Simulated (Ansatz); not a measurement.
**Geometry relaxation of CH$_{5}$Al$_{2}$**

CH$_{5}$Al$_{2}$, multiplicity 2, computed with UKS PBE-D4/def2-SVP (Ansatz 0.2.0).

Figures and captions count atoms from 1; the log counts them from 0 in places.

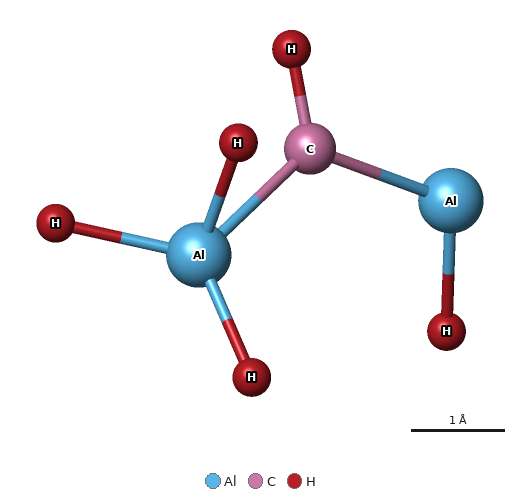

Figure 1. The structure as given in the input (ball-and-stick view, seen at a tilt). Sticks mark near contacts.

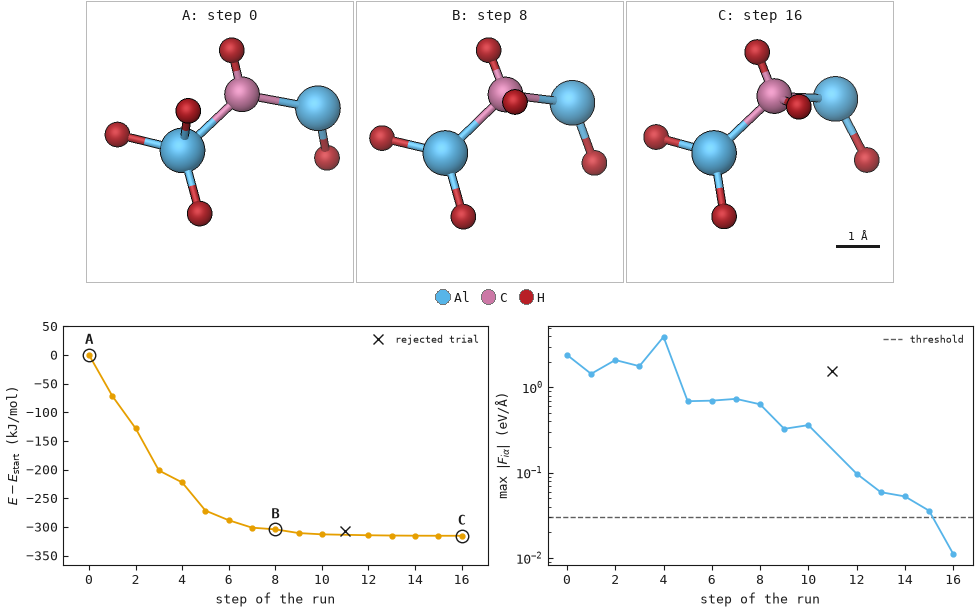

Figure 2. Frames of the relaxation (ball-and-stick view, seen at a tilt) above the curves, on which the letters mark them (the first geometry is step 0 here and step 1 in the log).

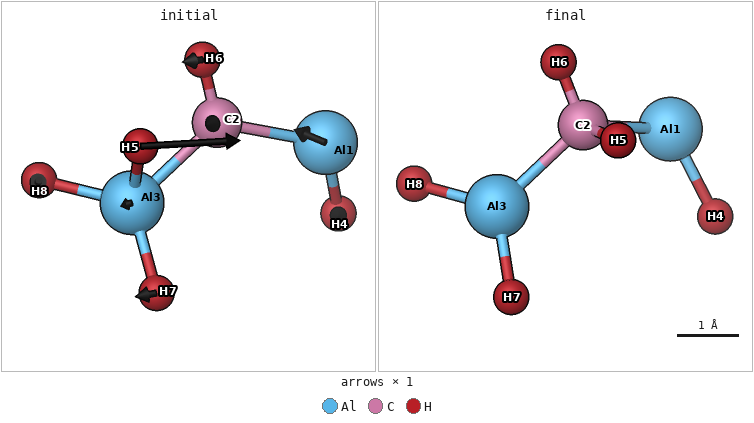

Figure 3. Before (left) and after (right) the relaxation, at one scale (ball-and-stick view, seen at a tilt). The black arrows give the displacements, at true length. H5 moves most after the best rigid fit: 1.66 Å. By element the largest moves are H 1.66 Å, Al 0.65 Å, C 0.41 Å. Among the contacts that change: Al3–H5 1.520 → 2.525 Å, C2–H5 1.951 → 1.119 Å, Al1–C2 1.933 → 1.973 Å, Al1–H4 1.589 → 1.627 Å. New bonds form: C2–H5 (1.95 → 1.12 Å). Bonds break: Al3–H5 (1.52 → 2.53 Å). Among the angles that change: Al1–C2–Al3 126.4° → 115.8°, Al1–C2–H6 116.8° → 110.2°, Al3–C2–H6 116.9° → 112.4°. After 16 geometry steps the energy has fallen by 315.5 kJ/mol. The largest force component goes from 2.4 to 0.011 eV/Å. The line search rejected the trial step at point 11 (counted from 0) and went back. (Atoms are counted from 1 in the order of the input.)

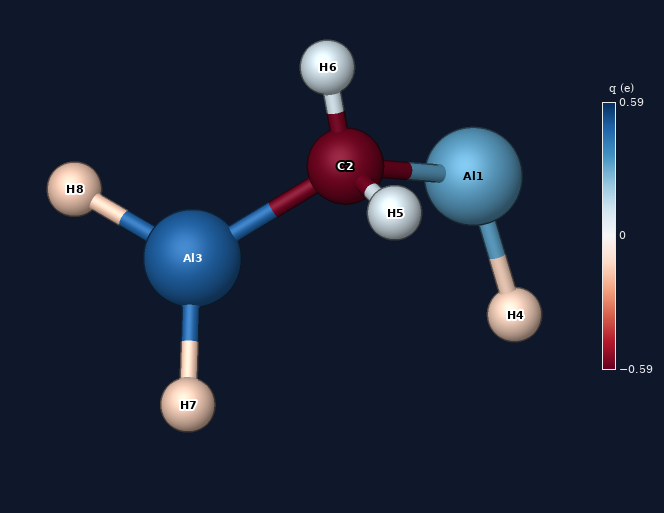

Figure 4. Mulliken charges, as the colour of each atom (ball-and-stick view, seen at a tilt; atoms are numbered from 1 in the order of the input). By element: Al +0.31 to +0.47, C −0.57 and H −0.14 to +0.10 e.

The input and output of the run follow.

## Input
```yaml
crystal:
  periodic: [false, false, false]
  atoms:
    - {symbol: Al, position_ang: [-0.998243, 0.873411, -1.114785]}
    - {symbol: C, position_ang: [-0.112405, 0.433615, 0.545639]}
    - {symbol: Al, position_ang: [1.051799, -1.076618, 0.858506]}
    - {symbol: H, position_ang: [-1.427333, -0.305789, -2.089554]}
    - {symbol: H, position_ang: [1.613025, 0.215760, 1.428754]}
    - {symbol: H, position_ang: [-0.289134, 1.105697, 1.391472]}
    - {symbol: H, position_ang: [1.975235, -1.593104, -0.326861]}
    - {symbol: H, position_ang: [1.066398, -1.821586, 2.261821]}
basis:
  gaussian: {orbitals: def2-SVP}
magnetization: {spin_polarized: true, initial_magnetization: 1}
hamiltonian: {xc: pbe, dispersion: d4}
relax: {f_tol: 0.03, max_steps: 250}
```

Command:
```bash
ansatz run in.yaml --threads 2 --pin off --events-out ev --progress --plain --max-ram 4352MiB
```

## Output
```
Functional definition: PBE
  name "PBE"
  cite "Perdew, Burke & Ernzerhof, Phys. Rev. Lett. 77, 3865 (1996) doi:10.1103/PhysRevLett.77.3865"
  parent pbe
  parameter kappa = 0.804
  parameter beta = 0.06672455060314922
  exchange = pbe_x(kappa = kappa, mu = beta*pi^2/3)
  correlation = pbe_c(beta = beta)
834 factors; their error is unknown
mean field evaluation 1: about -14278.4446 eV, gradient 4.6e1 eV
mean field evaluation 2: about -14180.2981 eV, gradient 9.3e1 eV
mean field evaluation 4: about -14280.5804 eV, gradient 3.1e1 eV
mean field evaluation 8: about -14293.0620 eV, gradient 1.4e0 eV
mean field evaluation 16: about -14293.0467 eV, gradient 1.5e-2 eV
mean field evaluation 32: about -14287.8624 eV, gradient 1.1e1 eV
mean field -14293.04670556 eV, -525.2597782542 hartree, gradient 1.8e-5 eV, S^2 0.761490; 4 other end points of the search recorded, 0 dependent functions left out
the calculation of the forces begins
reference -14293.04675082 eV, -525.2597799176 hartree; 19, 18 occupied and 56, 57 virtual orbitals, 834 factors
relax step   1: F+E_penalty+E_count = -14293.20480103 eV  Δ(F+E_penalty+E_count) = +0.000e0 eV  max|allowed force component| = 2.402e0 eV/Å  Δτ_max = 0.0000 Å  (128 SCF iters, accepted)
these checks for a lower state are left out or cut short: starts, cluster_reference, orbital_swaps, neighbouring_geometries, increment
834 factors; their error is unknown
mean field -14293.78859651 eV, -525.2870422438 hartree, gradient 2.0e-5 eV, S^2 0.759018; 0 other end points of the search recorded, 0 dependent functions left out
[... from here on the field's lines of each further geometry are left out, up to the last ...]
relax step   2: F+E_penalty+E_count = -14293.94644314 eV  Δ(F+E_penalty+E_count) = -7.416e-1 eV  max|allowed force component| = 1.440e0 eV/Å  Δτ_max = 0.1948 Å  (40 SCF iters, accepted)
relax step   3: F+E_penalty+E_count = -14294.53119288 eV  Δ(F+E_penalty+E_count) = -5.847e-1 eV  max|allowed force component| = 2.090e0 eV/Å  Δτ_max = 0.1909 Å  (37 SCF iters, accepted)
relax step   4: F+E_penalty+E_count = -14295.29398426 eV  Δ(F+E_penalty+E_count) = -7.628e-1 eV  max|allowed force component| = 1.772e0 eV/Å  Δτ_max = 0.1952 Å  (34 SCF iters, accepted)
relax step   5: F+E_penalty+E_count = -14295.51038957 eV  Δ(F+E_penalty+E_count) = -2.164e-1 eV  max|allowed force component| = 3.908e0 eV/Å  Δτ_max = 0.1952 Å  (34 SCF iters, accepted)
relax step   6: F+E_penalty+E_count = -14296.01980833 eV  Δ(F+E_penalty+E_count) = -5.094e-1 eV  max|allowed force component| = 6.881e-1 eV/Å  Δτ_max = 0.1949 Å  (29 SCF iters, accepted)
relax step   7: F+E_penalty+E_count = -14296.19418461 eV  Δ(F+E_penalty+E_count) = -1.744e-1 eV  max|allowed force component| = 6.983e-1 eV/Å  Δτ_max = 0.2000 Å  (28 SCF iters, accepted)
relax step   8: F+E_penalty+E_count = -14296.32828571 eV  Δ(F+E_penalty+E_count) = -1.341e-1 eV  max|allowed force component| = 7.330e-1 eV/Å  Δτ_max = 0.2000 Å  (28 SCF iters, accepted)
relax step   9: F+E_penalty+E_count = -14296.35862324 eV  Δ(F+E_penalty+E_count) = -3.034e-2 eV  max|allowed force component| = 6.330e-1 eV/Å  Δτ_max = 0.0909 Å  (28 SCF iters, accepted)
relax step  10: F+E_penalty+E_count = -14296.42564553 eV  Δ(F+E_penalty+E_count) = -6.702e-2 eV  max|allowed force component| = 3.265e-1 eV/Å  Δτ_max = 0.1952 Å  (28 SCF iters, accepted)
relax step  11: F+E_penalty+E_count = -14296.44886410 eV  Δ(F+E_penalty+E_count) = -2.322e-2 eV  max|allowed force component| = 3.608e-1 eV/Å  Δτ_max = 0.2000 Å  (29 SCF iters, accepted)
relax step  12: F+E_penalty+E_count = -14296.38781710 eV  Δ(F+E_penalty+E_count) = +6.105e-2 eV  max|allowed force component| = 1.540e0 eV/Å  Δτ_max = 0.0869 Å  (29 SCF iters, rejected (line search))
relax step  13: F+E_penalty+E_count = -14296.46541608 eV  Δ(F+E_penalty+E_count) = -1.655e-2 eV  max|allowed force component| = 9.730e-2 eV/Å  Δτ_max = 0.0423 Å  (29 SCF iters, accepted)
relax step  14: F+E_penalty+E_count = -14296.47038533 eV  Δ(F+E_penalty+E_count) = -4.969e-3 eV  max|allowed force component| = 5.911e-2 eV/Å  Δτ_max = 0.1000 Å  (28 SCF iters, accepted)
relax step  15: F+E_penalty+E_count = -14296.47324474 eV  Δ(F+E_penalty+E_count) = -2.859e-3 eV  max|allowed force component| = 5.272e-2 eV/Å  Δτ_max = 0.0951 Å  (28 SCF iters, accepted)
relax step  16: F+E_penalty+E_count = -14296.47442522 eV  Δ(F+E_penalty+E_count) = -1.180e-3 eV  max|allowed force component| = 3.588e-2 eV/Å  Δτ_max = 0.0150 Å  (30 SCF iters, accepted)
the calculation of the forces begins
reference -14296.32215849 eV, -525.3801489293 hartree; 19, 18 occupied and 56, 57 virtual orbitals, 834 factors
relax step  17: F+E_penalty+E_count = -14296.47487099 eV  Δ(F+E_penalty+E_count) = -4.458e-4 eV  max|allowed force component| = 1.119e-2 eV/Å  Δτ_max = 0.0161 Å  (24 SCF iters, accepted)
834 factors; their error is unknown
mean field -14296.32211346 eV, -525.3801472745 hartree, gradient 1.3e-5 eV, S^2 0.751203; 1 other end points of the search recorded, 0 dependent functions left out
the calculation of the forces begins
reference -14296.32215849 eV, -525.3801489293 hartree; 19, 18 occupied and 56, 57 virtual orbitals, 834 factors
Total energy: -14296.47491601 eV, -525.3857626648 hartree
Atom 0 at    -1.228954     0.581778    -0.572458 Å, force     0.000404     0.004123     0.002203 eV/Å
Atom 1 at     0.267813     0.487056     0.709658 Å, force    -0.011189     0.002723    -0.000067 eV/Å
Atom 2 at     1.068531    -1.277238     0.951121 Å, force     0.009534     0.001702     0.005274 eV/Å
Atom 3 at    -0.971264    -0.024720    -2.059793 Å, force    -0.002704    -0.004491     0.000363 eV/Å
Atom 4 at     1.023809     1.131775     0.195537 Å, force     0.007405    -0.004859    -0.001301 eV/Å
Atom 5 at    -0.022880     0.955065     1.673253 Å, force    -0.000926     0.002867     0.000382 eV/Å
Atom 6 at     2.147654    -1.809088    -0.106746 Å, force     0.002980     0.000897    -0.001940 eV/Å
Atom 7 at     0.594633    -2.213241     2.164420 Å, force    -0.005506    -0.002963    -0.004913 eV/Å
Dipole moment:    -0.023174     0.231887     0.102481 e Å
```

## Trajectory as extended XYZ (Å, eV, eV/Å), 17 frames, from step=1 to step=17
```
8
Properties=species:S:1:pos:R:3:forces:R:3 step=1 energy=-14293.20480
Al   -0.9982    0.8734   -1.1148    0.2191  -0.8373   0.8595
C    -0.1124    0.4336    0.5456    0.1121   1.2838  -0.0597
Al    1.0518   -1.0766    0.8585    0.0113  -2.4018  -0.6870
H    -1.4273   -0.3058   -2.0896    0.0202   0.0702  -0.6655
H     1.6130    0.2158    1.4288    0.3068   2.3122   0.2729
H    -0.2891    1.1057    1.3915   -0.2245   0.2248   0.3610
H     1.9752   -1.5931   -0.3269   -0.1607  -0.2434  -0.3359
H     1.0664   -1.8216    2.2618   -0.2842  -0.4085   0.2547
8
Properties=species:S:1:pos:R:3:forces:R:3 step=2 energy=-14293.94644
Al   -0.9939    0.7422   -1.0324    0.1462  -0.5054   0.5540
C    -0.0035    0.5244    0.6123    0.5050   0.5936   0.4623
Al    1.0938   -1.0850    0.8724   -0.1481  -1.4400  -0.0437
H    -1.3883   -0.3038   -2.2090    0.2691   0.2225  -0.1150
H     1.6001    0.3903    1.3434   -0.5479   1.2965  -0.5032
H    -0.3352    1.1217    1.4929    0.0351  -0.1394  -0.2136
H     1.9044   -1.6618   -0.3906   -0.1825   0.0191  -0.0411
H     1.0019   -1.8967    2.2662   -0.0769  -0.0470  -0.0997
8
Properties=species:S:1:pos:R:3:forces:R:3 step=3 energy=-14294.53119
Al   -0.9758    0.6783   -0.9622   -0.0884  -0.1105   0.2652
C     0.0781    0.5691    0.6620    2.0902  -0.5016   0.2701
Al    1.0931   -1.1259    0.8818   -0.5702  -0.9906   0.0554
H    -1.3414   -0.2869   -2.2455    0.4579   0.1689   0.1857
H     1.4973    0.5079    1.2336   -1.5990   1.0753  -1.0895
H    -0.3266    1.1098    1.5213   -0.2482   0.1763   0.3666
H     1.8730   -1.6860   -0.4170   -0.1445   0.1210   0.1240
H     0.9816   -1.9349    2.2810    0.1022   0.0613  -0.1775
8
Properties=species:S:1:pos:R:3:forces:R:3 step=4 energy=-14295.29398
Al   -0.9558    0.6476   -0.9078   -0.1900   0.2441   0.1563
C     0.1705    0.5890    0.6863    1.7717  -0.4705   0.9521
Al    1.0719   -1.1791    0.8867   -0.8026  -0.6009  -0.0097
H    -1.2878   -0.2726   -2.2469    0.5329   0.0526   0.3339
H     1.3681    0.5959    1.1166   -1.4692   1.0403  -1.1739
H    -0.3203    1.1034    1.5552    0.0439  -0.3380  -0.3522
H     1.8529   -1.6957   -0.4251   -0.0554   0.0928   0.1674
H     0.9799   -1.9570    2.2901    0.1688  -0.0203  -0.0738
8
Properties=species:S:1:pos:R:3:forces:R:3 step=5 energy=-14295.51039
Al   -0.9436    0.6615   -0.8556   -0.0174   0.3331   0.1579
C     0.2565    0.5969    0.7161   -3.4773  -1.4992  -1.4789
Al    1.0222   -1.2353    0.8877   -0.5972  -0.0815  -0.0433
H    -1.2288   -0.2666   -2.2148    0.4934   0.0509   0.4466
H     1.2399    0.6893    1.0029    3.9078   1.3845   0.3180
H    -0.3010    1.0588    1.5365   -0.3856   0.0189   0.4007
H     1.8437   -1.6973   -0.4159   -0.0295  -0.0190   0.1577
H     0.9904   -1.9760    2.2980    0.1058  -0.1878   0.0413
8
Properties=species:S:1:pos:R:3:forces:R:3 step=6 energy=-14296.01981
Al   -1.0279    0.7067   -0.8162    0.0625   0.0831  -0.1987
C     0.2105    0.5678    0.6885    0.3381  -0.3697   0.6881
Al    0.9567   -1.2635    0.8881   -0.1625   0.1968   0.0576
H    -1.0771   -0.2707   -2.1491    0.2090   0.1156   0.2756
H     1.3196    0.8083    0.8709   -0.5735   0.4569  -0.6600
H    -0.3230    1.0226    1.5654    0.2128  -0.2771  -0.1745
H     1.8118   -1.7157   -0.3908   -0.0469  -0.1074   0.0557
H     1.0087   -2.0241    2.2981   -0.0395  -0.0982  -0.0439
8
Properties=species:S:1:pos:R:3:forces:R:3 step=7 energy=-14296.19419
Al   -1.0586    0.7011   -0.7708   -0.0018   0.0571  -0.3593
C     0.2124    0.5419    0.6954    0.2112  -0.2072   0.6983
Al    0.9286   -1.2989    0.8962    0.1701   0.4569   0.1008
H    -0.9759   -0.2283   -2.1297    0.0877   0.1082   0.2054
H     1.2769    0.9415    0.7280   -0.5084   0.1103  -0.4635
H    -0.2994    0.9699    1.5963    0.2151  -0.2012  -0.1267
H     1.7860   -1.7549   -0.3757   -0.0494  -0.1872   0.0066
H     1.0093   -2.0410    2.3153   -0.1244  -0.1368  -0.0616
8
Properties=species:S:1:pos:R:3:forces:R:3 step=8 energy=-14296.32829
Al   -1.0895    0.7146   -0.7479    0.0156  -0.0538  -0.3250
C     0.2158    0.5381    0.6912    0.5217  -0.1788   0.7330
Al    1.0250   -1.2583    0.9352   -0.2369   0.0848  -0.0941
H    -0.9560   -0.2033   -2.1036    0.0186   0.1125   0.1289
H     1.2142    1.0732    0.5911   -0.5868   0.0204  -0.2780
H    -0.2622    0.9173    1.6303    0.2200  -0.0433  -0.1488
H     1.8165   -1.8319   -0.3381    0.0601  -0.0158   0.0797
H     0.9155   -2.1182    2.2968   -0.0125   0.0741  -0.0957
8
Properties=species:S:1:pos:R:3:forces:R:3 step=9 energy=-14296.35862
Al   -1.0830    0.6877   -0.7491   -0.1693   0.4901   0.4930
C     0.2169    0.5167    0.6994    0.4258  -0.1941   0.4811
Al    1.0255   -1.2745    0.9324   -0.2464   0.3879  -0.0254
H    -0.9595   -0.1550   -2.0624    0.1289  -0.4094  -0.6330
H     1.1698    1.0950    0.5149   -0.3765  -0.0039  -0.2058
H    -0.2277    0.9122    1.6423    0.1129  -0.0207  -0.0846
H     1.8587   -1.8308   -0.2912    0.1872  -0.1227  -0.1875
H     0.8786   -2.1200    2.2687   -0.0625  -0.1270   0.1624
8
Properties=species:S:1:pos:R:3:forces:R:3 step=10 energy=-14296.42565
Al   -1.0951    0.7175   -0.6966    0.0440  -0.0997  -0.0718
C     0.2527    0.5100    0.7332    0.1100  -0.0535  -0.0359
Al    1.0200   -1.2951    0.9393    0.0991   0.2821  -0.0785
H    -0.9114   -0.1698   -2.0503   -0.0214   0.0345  -0.0210
H     1.0791    1.2012    0.3786   -0.3265  -0.2832   0.1635
H    -0.1986    0.9101    1.6644    0.2003   0.1210   0.0851
H     1.8951   -1.8586   -0.2785    0.0093  -0.0328   0.0002
H     0.8376   -2.1839    2.2649   -0.1149   0.0316  -0.0415
8
Properties=species:S:1:pos:R:3:forces:R:3 step=11 energy=-14296.44886
Al   -1.1593    0.6481   -0.6509   -0.1450  -0.0057  -0.0405
C     0.2008    0.4733    0.7644    0.3608   0.2778  -0.1869
Al    1.0290   -1.2843    0.9631    0.1066  -0.0784   0.0797
H    -0.9029   -0.0495   -2.1102    0.0527   0.0271   0.1490
H     1.0110    1.0733    0.2407   -0.2440  -0.1486   0.2021
H    -0.0803    1.0035    1.7050    0.0093  -0.1700  -0.1897
H     2.0022   -1.8143   -0.2040   -0.0784   0.0553   0.0242
H     0.7789   -2.2188    2.2470   -0.0620   0.0426  -0.0378
8
Properties=species:S:1:pos:R:3:forces:R:3 step=12 energy=-14296.38782 accepted=F
Al   -1.1566    0.6674   -0.6442    0.0247  -0.1739  -0.1044
C     0.2294    0.4922    0.7480   -1.1663  -1.4358   0.1842
Al    1.0492   -1.2690    0.9534   -0.0878  -0.0877  -0.0107
H    -0.8696   -0.1120   -2.0598   -0.0487   0.0954   0.1139
H     0.9824    1.0848    0.2936    1.5405   1.2075  -0.9515
H    -0.0726    0.9678    1.6735   -0.2763   0.3239   0.7716
H     1.9750   -1.8055   -0.2470   -0.0047   0.0150   0.0823
H     0.7422   -2.1944    2.2374    0.0187   0.0556  -0.0855
8
Properties=species:S:1:pos:R:3:forces:R:3 step=13 energy=-14296.46542
Al   -1.1709    0.6455   -0.6403   -0.0115  -0.0489   0.0531
C     0.2234    0.4752    0.7476    0.0542   0.0973  -0.0708
Al    1.0464   -1.2816    0.9614   -0.0242  -0.0093  -0.0101
H    -0.8884   -0.0673   -2.0750    0.0059   0.0077   0.0026
H     1.0119    1.0993    0.2462   -0.0316  -0.0103   0.0468
H    -0.0802    0.9714    1.6932    0.0106  -0.0327  -0.0245
H     1.9968   -1.8081   -0.2172    0.0118  -0.0121   0.0202
H     0.7403   -2.2031    2.2391   -0.0151   0.0083  -0.0173
8
Properties=species:S:1:pos:R:3:forces:R:3 step=14 energy=-14296.47039
Al   -1.2034    0.6307   -0.6166    0.0081  -0.0274   0.0591
C     0.2387    0.4766    0.7242   -0.0054   0.0146  -0.0376
Al    1.0502   -1.2872    0.9512    0.0408   0.0460   0.0311
H    -0.9292   -0.0331   -2.0744    0.0014  -0.0034  -0.0186
H     1.0095    1.1180    0.2248    0.0251  -0.0153  -0.0066
H    -0.0543    0.9529    1.6824   -0.0187  -0.0144   0.0098
H     2.0745   -1.8248   -0.1566   -0.0087  -0.0022  -0.0210
H     0.6935   -2.2018    2.2200   -0.0427   0.0022  -0.0162
8
Properties=species:S:1:pos:R:3:forces:R:3 step=15 energy=-14296.47324
Al   -1.2355    0.5894   -0.5785    0.0495  -0.0350   0.0052
C     0.2614    0.4810    0.7068    0.0428   0.0397  -0.0207
Al    1.0806   -1.2760    0.9572   -0.0465  -0.0527  -0.0167
H    -0.9664   -0.0082   -2.0705   -0.0155   0.0121   0.0250
H     1.0105    1.1385    0.1941   -0.0189  -0.0470   0.0135
H    -0.0232    0.9442    1.6746   -0.0221   0.0062   0.0018
H     2.1451   -1.8300   -0.1101   -0.0169   0.0344   0.0361
H     0.6069   -2.2075    2.1813    0.0276   0.0424  -0.0442
8
Properties=species:S:1:pos:R:3:forces:R:3 step=16 energy=-14296.47443
Al   -1.2291    0.5838   -0.5767    0.0120  -0.0033   0.0116
C     0.2662    0.4835    0.7089   -0.0103  -0.0015  -0.0134
Al    1.0714   -1.2793    0.9519   -0.0033  -0.0013   0.0130
H    -0.9691   -0.0173   -2.0666   -0.0022  -0.0008   0.0084
H     1.0183    1.1352    0.1979    0.0167  -0.0138  -0.0087
H    -0.0232    0.9469    1.6747   -0.0176   0.0098   0.0109
H     2.1438   -1.8153   -0.1126   -0.0069   0.0003   0.0140
H     0.6010   -2.2061    2.1774    0.0116   0.0105  -0.0359
8
Properties=species:S:1:pos:R:3:forces:R:3 step=17 energy=-14296.47487
Al   -1.2290    0.5818   -0.5725    0.0004   0.0041   0.0022
C     0.2678    0.4871    0.7097   -0.0112   0.0027  -0.0001
Al    1.0685   -1.2772    0.9511    0.0095   0.0017   0.0053
H    -0.9713   -0.0247   -2.0598   -0.0027  -0.0045   0.0004
H     1.0238    1.1318    0.1955    0.0074  -0.0049  -0.0013
H    -0.0229    0.9551    1.6733   -0.0009   0.0029   0.0004
H     2.1477   -1.8091   -0.1067    0.0030   0.0009  -0.0019
H     0.5946   -2.2132    2.1644   -0.0055  -0.0030  -0.0049
```

## Summary

| quantity | value |
| --- | --- |
| outcome | converged |
| total energy | −14296.4749 eV |
| mean-field energy | −14296.3222 eV |
| dispersion energy | −0.1528 eV |
| ⟨S²⟩ | 0.751 |
| SCF solution under orbital rotations | stable |
| largest force (length of the vector) at the end | 0.012 eV/Å |
| dipole moment | 1.22 D |
| hardware | 2 threads of Arm Neoverse V1, 23 GiB of memory available, shared host |
| wall time | 34 s (CPU time 66 s) |
| peak memory | 0.19 GiB |
